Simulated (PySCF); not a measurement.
## C8H20Si: NMR shielding calculation

C8H20Si (tetraethylsilane), SMILES CC[Si](CC)(CC)CC, computed with GIAO WP04/pcSseg-1 NMR shielding, non-relativistic, gas phase (PySCF 2.14.0).

The geometry comes from this level: PBE0-D3(BJ)/def2-SVP. Figures and captions count atoms from 1; the log counts them from 0 in places.

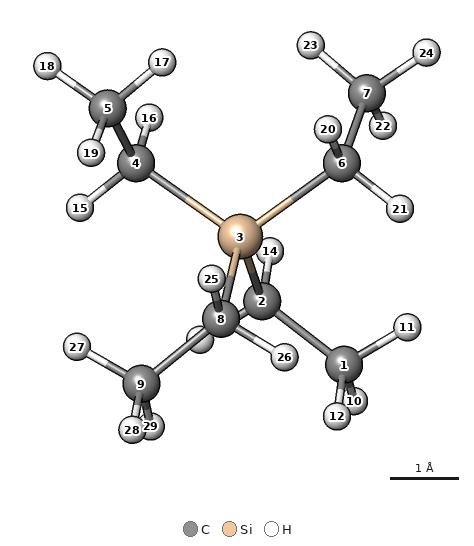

Figure 1. The structure as given in the input (ball-and-stick view, seen at a tilt; atoms are numbered from 1 in the order of the input). Bond lengths as drawn: C–C 1.53 Å, C–H 1.10 Å and C–Si 1.89 Å.

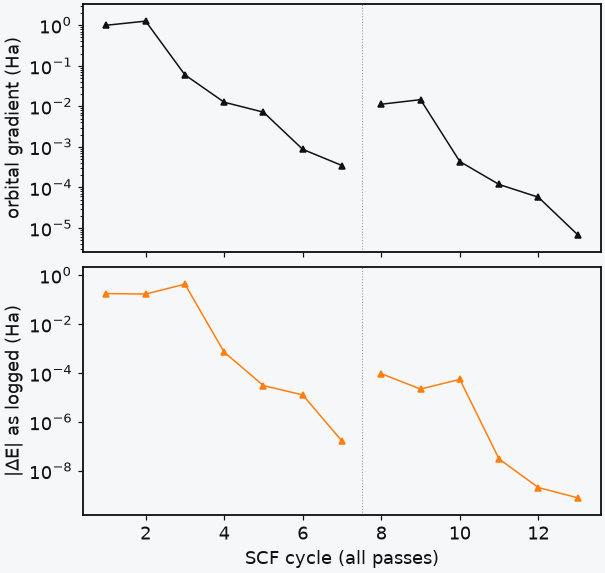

Figure 2. Convergence of the self-consistent field: orbital gradient and size of the energy change against the SCF cycle. The dotted line marks the change from a coarse to the final integration grid. The first 7 cycles use a coarse grid, the final grid takes over at cycle 8, and the field converges after 13 cycles in all.

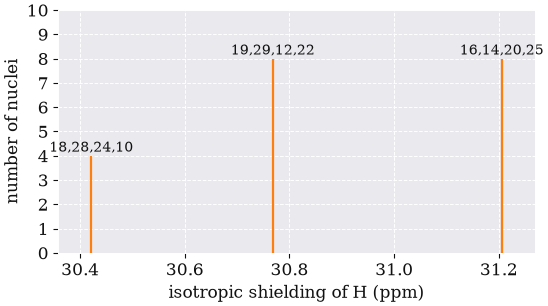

Figure 3. Isotropic shieldings of the hydrogen nuclei in this fixed geometry, labelled by atom number; shielding grows to the right, so chemical shift grows to the left. The least shielded is H18 (30.4 ppm), the most shielded H15 (31.2 ppm).

These pictures come from the run below.

### Input
```
{"job": {"kind": "nmr", "xc": "WP04", "basis": "pcSseg-1", "pop": false}, "charge": 0, "multiplicity": 1}
C      1.591286     2.598847    -0.200046
C      0.838986     1.692329     0.770050
Si     0.004444     0.194115    -0.031270
C     -0.882704    -0.786376     1.323779
C     -1.643918    -2.013500     0.830214
C      1.300340    -0.893604    -0.881440
C      2.389447    -1.432111     0.041814
C     -1.239678     0.766812    -1.337957
C     -2.350531     1.669872    -0.809471
H      2.055213     3.459372     0.308243
H      2.397554     2.056448    -0.719943
H      0.923713     3.003413    -0.978010
H      0.062617     2.265616     1.307348
H      1.521193     1.321673     1.555815
H     -1.566725    -0.096572     1.849544
H     -0.130485    -1.079255     2.077813
H     -0.977242    -2.726576     0.318609
H     -2.131873    -2.559844     1.653325
H     -2.432476    -1.739106     0.111041
H      0.771353    -1.726890    -1.377482
H      1.749201    -0.306132    -1.702189
H      2.949772    -0.616795     0.527461
H      1.967621    -2.055260     0.846902
H      3.122970    -2.052711    -0.497525
H     -1.670044    -0.132345    -1.813737
H     -0.678657     1.278717    -2.140043
H     -2.940387     1.170408    -0.023814
H     -3.055040     1.970698    -1.601480
H     -1.945675     2.594601    -0.367435
```

The first line tells a small driver script what to run in PySCF; the rest is the geometry in Å.

### The program's output
```
coarse grid: 22712 points
cycle   1  E = -617.8969601795  dE =  1.800e-01  |g| = 1.003e+00  |ddm| = 4.696e+00
cycle   2  E = -617.7247796746  dE =  1.722e-01  |g| = 1.267e+00  |ddm| = 1.886e+00
cycle   3  E = -618.1599356960  dE = -4.352e-01  |g| = 5.989e-02  |ddm| = 1.157e+00
cycle   4  E = -618.1606563285  dE = -7.206e-04  |g| = 1.264e-02  |ddm| = 7.758e-02
cycle   5  E = -618.1606871829  dE = -3.085e-05  |g| = 7.184e-03  |ddm| = 2.368e-02
cycle   6  E = -618.1607000820  dE = -1.290e-05  |g| = 8.694e-04  |ddm| = 9.196e-03
cycle   7  E = -618.1607002476  dE = -1.656e-07  |g| = 3.464e-04  |ddm| = 9.824e-04
final grid: 209032 points
cycle   8  E = -618.2418999888  dE = -9.451e-05  |g| = 1.128e-02  |ddm| = 4.887e-02
cycle   9  E = -618.2418776098  dE =  2.238e-05  |g| = 1.462e-02  |ddm| = 2.079e-02
cycle  10  E = -618.2419331188  dE = -5.551e-05  |g| = 4.348e-04  |ddm| = 1.185e-02
cycle  11  E = -618.2419331495  dE = -3.071e-08  |g| = 1.179e-04  |ddm| = 5.552e-04
cycle  12  E = -618.2419331516  dE = -2.089e-09  |g| = 5.724e-05  |ddm| = 1.513e-04
cycle  13  E = -618.2419331523  dE = -7.972e-10  |g| = 6.787e-06  |ddm| = 4.913e-05
converged SCF energy = -618.2419331523

GIAO shielding tensors (ppm)
atom      isotropic    diamagn.    paramagn.     s11        s22        s33       span
  0 C      160.804     247.331     -86.527    154.981    155.478    171.953     16.972
  1 C      166.743     260.370     -93.627    156.631    161.151    182.445     25.814
  2 Si     330.131     890.084    -559.953    320.319    334.911    335.163     14.845
  3 C      166.750     260.262     -93.512    156.659    161.164    182.427     25.768
  4 C      160.800     248.356     -87.555    154.974    155.485    171.942     16.969
  5 C      166.757     260.304     -93.547    156.659    161.125    182.486     25.827
  6 C      160.793     248.124     -87.330    154.984    155.467    171.929     16.946
  7 C      166.760     260.402     -93.642    156.673    161.181    182.427     25.754
  8 C      160.823     247.513     -86.690    155.010    155.500    171.959     16.949
  9 H       30.422      27.168       3.255     25.701     27.427     38.139     12.438
 10 H       30.771      32.269      -1.498     25.872     30.525     35.915     10.043
 11 H       30.767      32.036      -1.269     25.839     30.599     35.862     10.023
 12 H       31.213      35.652      -4.439     27.385     30.227     36.026      8.641
 13 H       31.199      35.956      -4.758     27.381     30.205     36.009      8.628
 14 H       31.215      35.771      -4.557     27.376     30.238     36.030      8.654
 15 H       31.197      36.116      -4.919     27.338     30.234     36.018      8.679
 16 H       30.772      33.076      -2.305     25.877     30.527     35.911     10.035
 17 H       30.420      28.111       2.309     25.694     27.433     38.134     12.439
 18 H       30.764      32.738      -1.974     25.833     30.574     35.884     10.051
 19 H       31.200      36.219      -5.019     27.324     30.246     36.030      8.706
 20 H       31.210      35.736      -4.526     27.357     30.252     36.022      8.665
 21 H       30.767      32.542      -1.774     25.840     30.582     35.880     10.040
 22 H       30.769      32.926      -2.158     25.866     30.508     35.933     10.068
 23 H       30.422      27.962       2.460     25.694     27.440     38.132     12.438
 24 H       31.203      36.171      -4.968     27.403     30.202     36.005      8.603
 25 H       31.208      35.652      -4.443     27.393     30.210     36.022      8.629
 26 H       30.771      32.496      -1.726     25.861     30.574     35.877     10.017
 27 H       30.421      27.369       3.052     25.700     27.422     38.141     12.441
 28 H       30.766      32.026      -1.260     25.853     30.554     35.890     10.037
```

### Summary

| quantity | value |
| --- | --- |
| outcome | converged |
| total energy | −618.241933 hartree |
| HOMO | −8.89 eV |
| LUMO | −0.48 eV |
| dipole moment | 0.00 D |
| isotropic shielding, C | 160.8 to 166.8 ppm |
| isotropic shielding, Si | 330.1 ppm |
| isotropic shielding, H | 30.4 to 31.2 ppm |
| hardware | 1 CPU thread, shared host |
| wall time | 66 s |
| peak memory | 1.2 GiB |
